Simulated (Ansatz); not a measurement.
# Calculations on AlSiH$_{4}$F

**1. Relaxation**

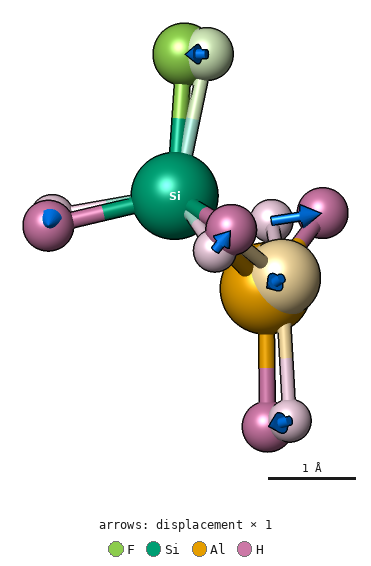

A relaxation of AlSiH₄F. The starting structure is drawn faded, the final one solid; blue arrows show the displacements, at their true length. The two geometries are superimposed by the best rigid fit.

Style: ball-and-stick. Shown from a free direction.

The run prepares an end point of a later path (torsion) calculation, from a guessed geometry.

These are results of RKS PBE0/def2-SVP in Ansatz, not measurements.

The input:
```yaml
crystal:
  periodic: [false, false, false]
  atoms:
    - { symbol: F, position_ang: [-2.2066, -0.1141, 0.2218] }
    - { symbol: Si, position_ang: [-0.7884, -0.2559, -0.5954] }
    - { symbol: Al, position_ang: [0.9574, 0.0778, 0.9126] }
    - { symbol: H, position_ang: [-0.6262, -1.5973, -1.1632] }
    - { symbol: H, position_ang: [-0.6889, 0.7301, -1.6952] }
    - { symbol: H, position_ang: [0.9298, 1.3983, 1.842] }
    - { symbol: H, position_ang: [2.4842, -0.307, 0.4317] }
basis:
  gaussian: { orbitals: def2-SVP }
hamiltonian:
  xc: pbe0
relax:
  f_tol: 0.015
  max_steps: 40
```

Command:
```bash
ansatz run input.yaml --threads 1 --pin off --max-ram 2048MiB --backend cpu --events-out ev --progress --plain --runs-dir out
```

Which element moves most?

Hydrogen: up to 0.61 Å, against 0.29 Å for fluorine.

What did the optimiser do to the structure, and how much energy did it gain?

The atom that moves furthest after the best rigid fit is H6 (0.61 Å). Largest moves by element: H 0.61 Å, F 0.29 Å, Al 0.29 Å, Si 0.05 Å. Among the contacts that change: Si2–Al3 2.331 → 2.464 Å, Al3–H7 1.646 → 1.593 Å, Si2–H4 1.466 → 1.499 Å, Al3–H6 1.615 → 1.591 Å. Among the angles between lasting bonds that change: H6–Al3–H7 112.0° → 120.0°, Al3–Si2–H4 107.4° → 112.7°, F1–Si2–H4 111.5° → 107.5°. After 12 accepted moves (13 points after the start) the energy has fallen by 0.388 eV. Largest force component: 1.8 eV/Å at the start, 0.0079 eV/Å at the end. The line search rejected the trial step at point 5 of the run. The run took 53 s on 1 thread of Intel(R) Xeon(R) Processor @ 2.50GHz (Skylake/Cascade Lake) (shared host), peak memory 0.15 GiB.

**2. Relaxation**

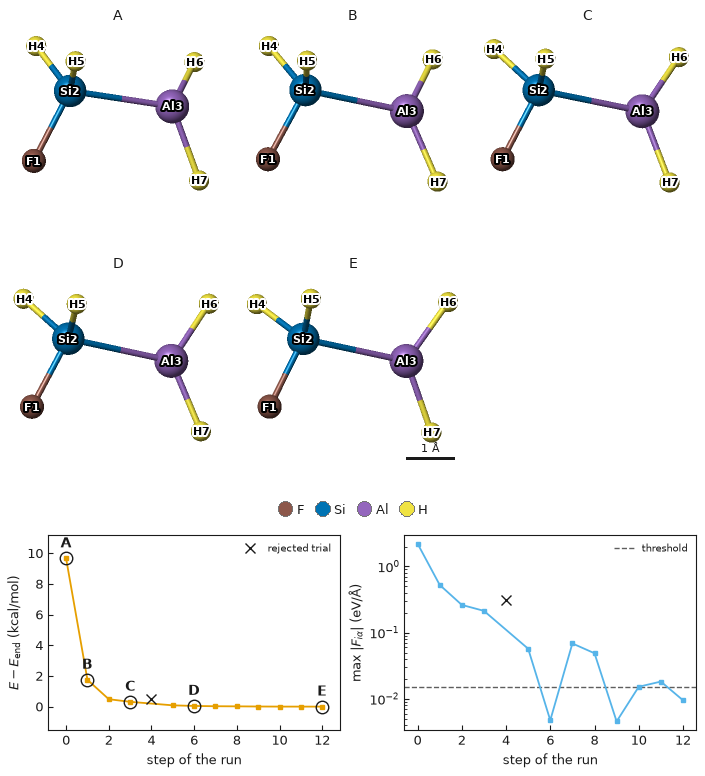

Frames of a relaxation of AlSiH4F, marked on the history of the run. Style: ball-and-stick. Shown at a tilt.

The run prepares an end point of a later path (torsion) calculation, from a guessed geometry.

The calculation used RKS PBE0/def2-SVP (Ansatz).

The input:
```yaml
crystal:
  periodic: [false, false, false]
  atoms:
    - { symbol: F, position_ang: [-2.2066, -0.1141, 0.2218] }
    - { symbol: Si, position_ang: [-0.7884, -0.2559, -0.5954] }
    - { symbol: Al, position_ang: [0.9574, 0.0778, 0.9126] }
    - { symbol: H, position_ang: [-0.6262, -1.5973, -1.1632] }
    - { symbol: H, position_ang: [-0.6889, 0.7301, -1.6952] }
    - { symbol: H, position_ang: [2.13789, -1.02233, 0.97905] }
    - { symbol: H, position_ang: [0.59498, 0.68517, 2.39928] }
basis:
  gaussian: { orbitals: def2-SVP }
hamiltonian:
  xc: pbe0
relax:
  f_tol: 0.015
  max_steps: 40
```

Run as
```bash
ansatz run input.yaml --threads 1 --pin off --max-ram 2048MiB --backend cpu --events-out ev --progress --plain --runs-dir out
```

Q: Describe the path.

A: The energy falls by 9.66 kcal/mol in 11 accepted moves (12 points after the start). Largest force component: 2.2 eV/Å at the start, 0.0095 eV/Å at the end. The line search rejected the trial step at point 4 of the run. The forces were under the threshold at step 6, but the run went on from there. The atom that moves furthest after the best rigid fit is H6 (0.62 Å). By element the largest moves are H 0.62 Å, F 0.35 Å, Al 0.29 Å, Si 0.05 Å. Some distances before and after: Si2–Al3 2.331 → 2.464 Å, Al3–H7 1.646 → 1.591 Å, Si2–H4 1.466 → 1.500 Å, Al3–H6 1.615 → 1.593 Å. Among the angles between lasting bonds that change: H6–Al3–H7 112.0° → 120.0°, Al3–Si2–H4 107.4° → 112.8°, F1–Si2–H4 111.5° → 107.5°. From step 0 to 1: Al3 moves most (0.19 Å), energy −7.91 kcal/mol. From step 1 to 3: H6 moves most (0.27 Å), energy −1.43 kcal/mol. From step 3 to 6: H6 moves most (0.13 Å), energy −0.27 kcal/mol. From step 6 to 12: H7 moves most (0.22 Å), energy −0.04 kcal/mol.

**3. Path**

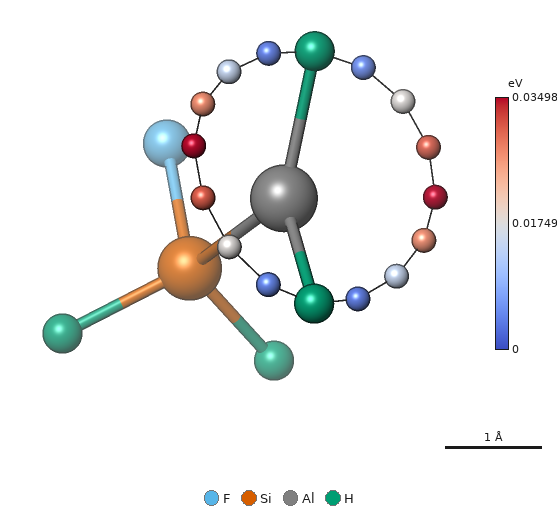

NEB run on AlSiH4F. Images are numbered from 0 (start) to 8 (end). The start is drawn whole; smaller spheres mark the moving atoms (H) in the later images, joined by lines and coloured by the energy of the image relative to the start. A ball-and-stick model, seen from a free direction.

Method: RKS PBE0/def2-SVP in Ansatz 0.2.0. Set-up: 7 movable images; climbing image; force threshold 0.05 eV/Å; iteration limit 60; starting path through a guess of the saddle point.

> What moves, how far, and at what cost in energy?

The motion is a rotation about the Al–Si bond by about 180°. No bond forms or breaks between the ends. Among the angles between lasting bonds that change up to the highest image: F–Si–Al 109.7° → 106.6°. The barrier is about 0.035 eV in both directions, with image 4 at the top; the ends have the same energy. The band is converged.

The run took 4.4 min on 1 thread of Intel(R) Xeon(R) Processor @ 2.50GHz (Skylake/Cascade Lake), on a shared host, peak memory 0.14 GiB.
